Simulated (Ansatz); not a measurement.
SnH$_{5}$Cl: several calculations on one system

## 1. Relaxation

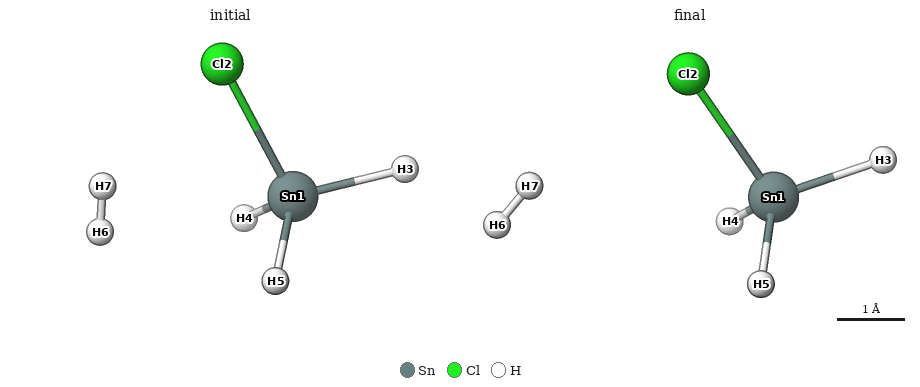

The structure of SnH5Cl before (left) and after (right) a relaxation, at one scale.

The picture is a ball-and-stick view, seen from a free direction.

The run prepares an end point of a later path (reaction) calculation, from a guessed geometry.

All numbers below come from Ansatz, RKS BLYP-D4/def2-SVP. (no spin polarisation; force threshold 0.03 eV/Å; at most 50 steps)

### Summarise the run.

The atom that moves furthest after the best rigid fit is H6 (0.97 Å). By element the largest moves are H 0.97 Å, Sn 0.32 Å, Cl 0.19 Å. Some distances before and after: H6–H7 0.721 → 0.768 Å, Sn1–Cl2 2.408 → 2.401 Å. The energy falls by 12.2 kJ/mol in 14 accepted moves (15 points after the start). The largest force component goes from 1.5 to 0.0056 eV/Å. The line search rejected the trial step at point 6 of the run. The forces were under the threshold at step 10, but the run went on from there.

Limits of the set-up: the start holds two separate molecules, 2.6 Å apart at their closest, whose relative position is a soft coordinate.

## 2. Relaxation

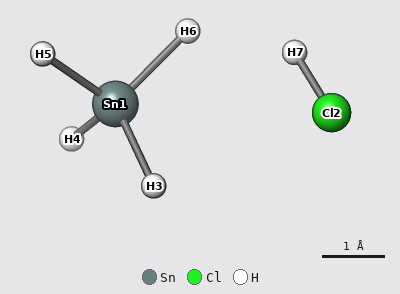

SnH5Cl, before the relaxation. Style: ball-and-stick. Shown at a tilt.

The run prepares an end point of a later path (reaction) calculation, from a guessed geometry.

All numbers below come from RKS BLYP-D4/def2-SVP (Ansatz 0.2.0).

Input
```yaml
crystal:
  periodic: [false, false, false]
  atoms:
    - { symbol: Sn, position_ang: [-0.453072, 0.0, -0.448045] }
    - { symbol: Cl, position_ang: [0.008575, -2.0e-06, 3.142551] }
    - { symbol: H, position_ang: [1.14157, 1.0e-06, 0.205135] }
    - { symbol: H, position_ang: [-0.675788, 1.421442, -1.41769] }
    - { symbol: H, position_ang: [-0.675788, -1.421442, -1.417689] }
    - { symbol: H, position_ang: [-1.725639, 0.0, 0.737738] }
    - { symbol: H, position_ang: [-1.175658, 2.0e-06, 2.515801] }
basis:
  gaussian: { orbitals: def2-SVP }
hamiltonian:
  xc: blyp
  dispersion: d4
relax:
  f_tol: 0.03
  max_steps: 50
output:
  orbitals: {}
```

Launched with:
```bash
ansatz run input.yaml --threads 1 --pin off --max-ram 2048MiB --backend cpu --events-out ev --progress --plain --runs-dir out
```

### Where does the relaxation end?

Over 7 geometry steps the energy falls by 0.094 eV. The largest force component goes from 0.85 to 0.029 eV/Å. The largest move after the best rigid fit is that of Cl2, 0.45 Å. By element the largest moves are Cl 0.45 Å, H 0.18 Å, Sn 0.11 Å. Some distances before and after: Cl2–H7 1.340 → 1.307 Å, Sn1–H4 1.735 → 1.730 Å. Among the angles between lasting bonds that change: H3–Sn1–H6 114.7° → 109.4°. Cost: 4.6 s on 1 thread of AMD EPYC 9R45 96-Core Processor (Zen 5) (shared host), peak memory 0.14 GiB.

The structure at the end:

```xyz
7

Sn   -0.4582    0.0000   -0.5595
Cl   -0.1820    0.0000    3.5497
H     1.1345    0.0000    0.1007
H    -0.7186    1.4175   -1.5156
H    -0.7186   -1.4175   -1.5156
H    -1.6214    0.0000    0.7346
H    -0.9916    0.0000    2.5234
```

The end point in the same view:

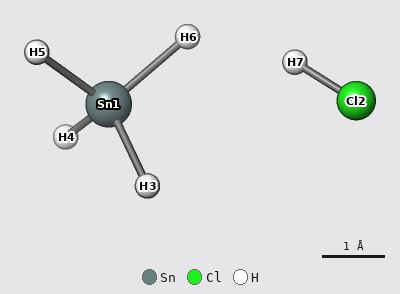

## 3. Path

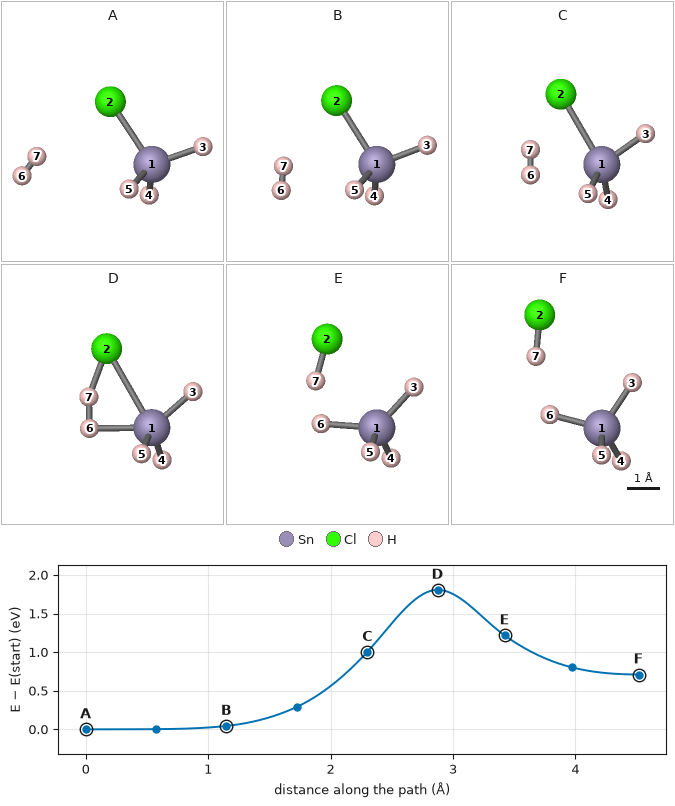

A search for the minimum-energy path of SnH5Cl, made up at the start of SnH$_{3}$Cl and H2 by the nudged elastic band. Images are numbered from 0 (start) to 8 (end). Frames A to F are images 0, 2, 4, 5, 6, 8. The picture is a ball-and-stick view, seen at a tilt.

Level of theory: Ansatz 0.2.0, RKS BLYP-D4/def2-SVP. Settings: 7 movable images; climbing image; force threshold 0.05 eV/Å; iteration limit 60; starting path through a guess of the saddle point.

Question: Describe the mechanism and the energy profile.

Answer: Forward barrier 1.81 eV, backward barrier 1.10 eV, with image 5 at the top; the reaction energy is +0.71 eV. Breaking: H6–H7 (0.77 → 0.99 at the top → 1.90 Å), Sn1–Cl2 (2.40 → 2.90 at the top → 4.12 Å). Forming: Cl2–H7 (2.91 → 1.62 at the top → 1.31 Å), Sn1–H6 (4.19 → 2.01 at the top → 1.74 Å). The band converged in 7 iterations. The largest component of the band force went from 3.7 to 0.042 eV/Å. The climbing image converged on the top of the path. Its vibrational analysis gives 2 imaginary modes over 30i cm⁻¹, so it isn't confirmed as a transition state.

Limits of the set-up: the start holds two separate molecules, 2.9 Å apart at their closest, whose relative position is a soft coordinate.

The run took 30 s on 1 thread of AMD EPYC 9R45 96-Core Processor (Zen 5) (shared host), peak memory 0.14 GiB.
